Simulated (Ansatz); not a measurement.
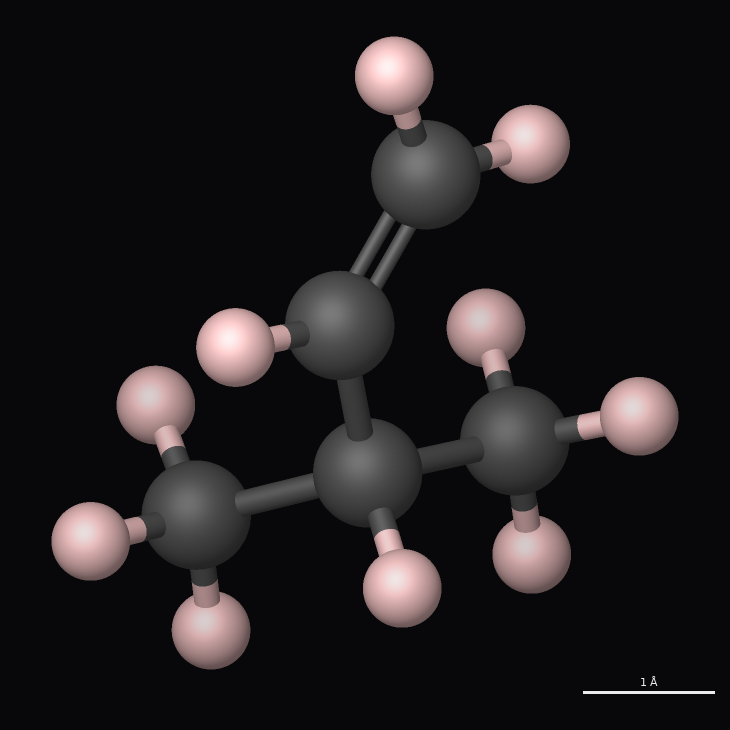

Ball-and-stick drawing of a structure. Colours: carbon dark grey, hydrogen pink.

The geometry was computed by an optimisation with PBE0-D4/def2-TZVP. No frequency run is at hand to confirm it as a minimum.

What does the picture show?

The molecule is C₅H₁₀. As SMILES it reads `C=CC(C)C`. It has no ring. Among its groups: alkene. This geometry has C1 symmetry. Coordination: 2 C trigonal planar; 3 C tetrahedral.

The parts below concern this one geometry. Atoms keep their numbers from picture to picture.

## Shape

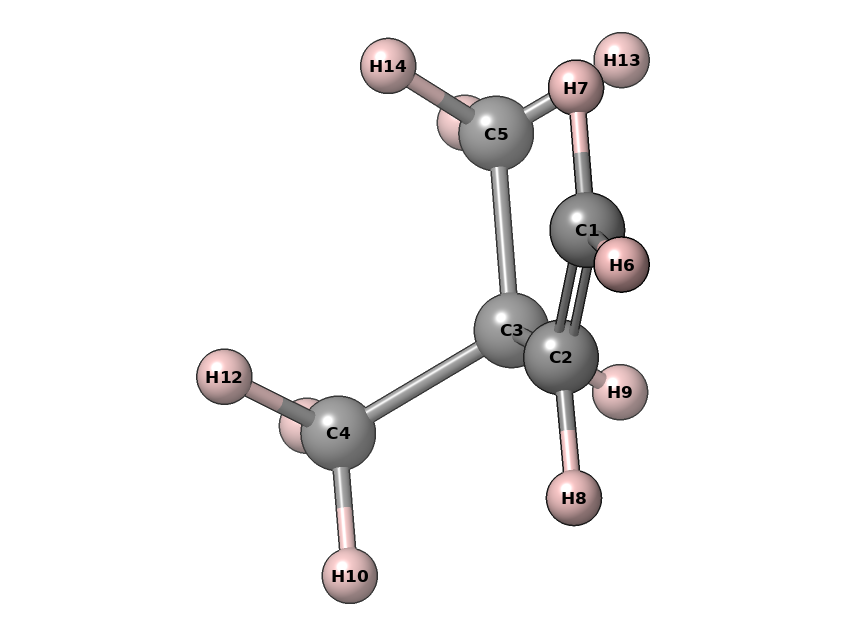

C3 lies behind C2. The molecule seen a little off the C2–C3 bond, C2 in front. Depth is shown by fading: the farther an atom, the more it takes the colour of the background. No frequency run is at hand to confirm it as a minimum.

Question: What is the torsion angle C1–C2–C3–C4? The sign is positive where the front bond must turn clockwise to cover the back bond.

Answer: −124°, anticlinal.

## Dipole moment

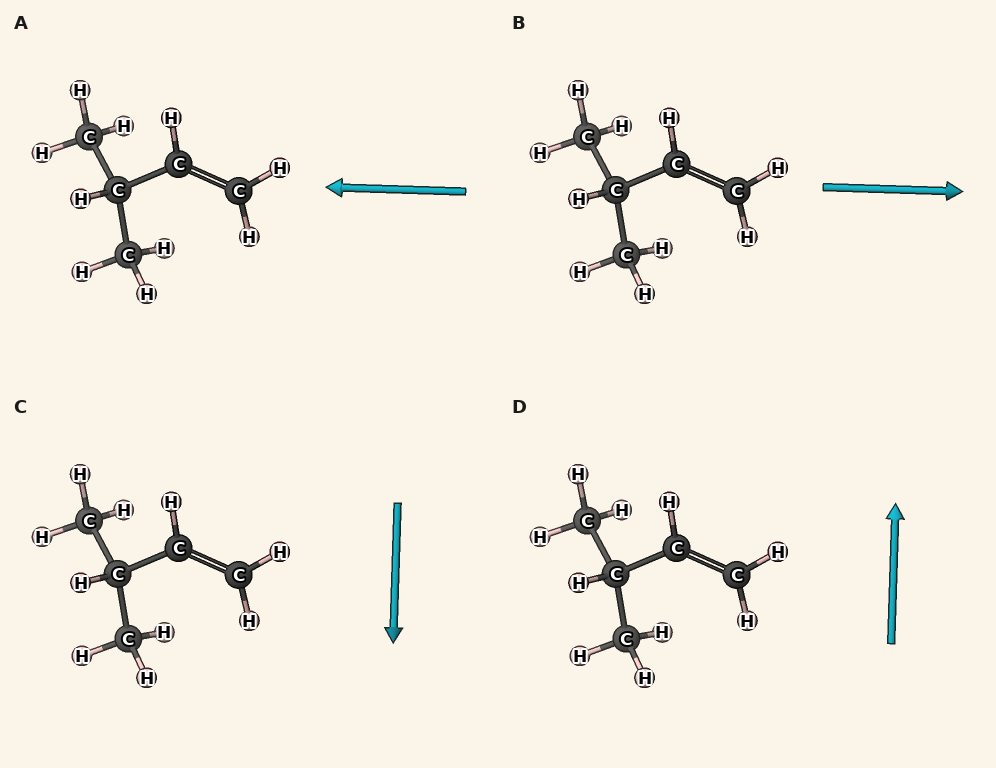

The same molecule four times, each with an arrow. No frequency run is at hand to confirm it as a minimum. Properties computed with RKS B3LYP-D4/def2-TZVPP (Ansatz 0.2.0).

Question: Which arrow points along the dipole moment, from the negative to the positive end?

Answer: A. The dipole moment is 0.45 D.

## Levels of theory compared

No frequency run is at hand to confirm it as a minimum. Program: Ansatz 0.2.0.

Compare HOMO–LUMO gap (eV) at these levels: B3LYP-D4/def2-TZVPP; PBE-D4/def2-TZVPP; PBE0-D4/def2-TZVPP; r2SCAN-D4/def2-TZVPP; ωB97M-V/def2-TZVPP; ωB97X-V/def2-TZVPP.

```json
{"level": "B3LYP-D4/def2-TZVPP", "HOMO–LUMO gap (eV)": "7.30"}
{"level": "PBE-D4/def2-TZVPP", "HOMO–LUMO gap (eV)": "5.63"}
{"level": "PBE0-D4/def2-TZVPP", "HOMO–LUMO gap (eV)": "7.78"}
{"level": "r2SCAN-D4/def2-TZVPP", "HOMO–LUMO gap (eV)": "6.09"}
{"level": "ωB97M-V/def2-TZVPP", "HOMO–LUMO gap (eV)": "12.02"}
{"level": "ωB97X-V/def2-TZVPP", "HOMO–LUMO gap (eV)": "12.33"}
```

## Charges

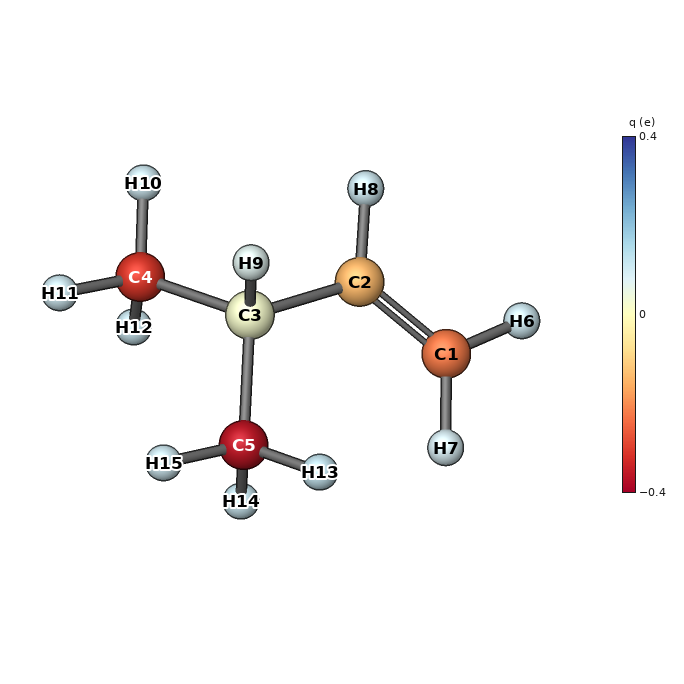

Atoms are coloured by their Mulliken charges. No frequency run is at hand to confirm it as a minimum. Level of theory: RKS ωB97M-V/def2-TZVPP (Ansatz 0.2.0).

Give the Mulliken charges atom by atom.

```csv
atom,value (e)
C1,−0.22
C2,−0.14
C3,0.02
C4,−0.31
C5,−0.36
H6,0.10
H7,0.08
H8,0.10
H9,0.07
H10,0.10
H11,0.10
H12,0.11
H13,0.12
H14,0.11
H15,0.10
```

Mulliken values depend strongly on the basis set and can even reverse the polarity of a bond.
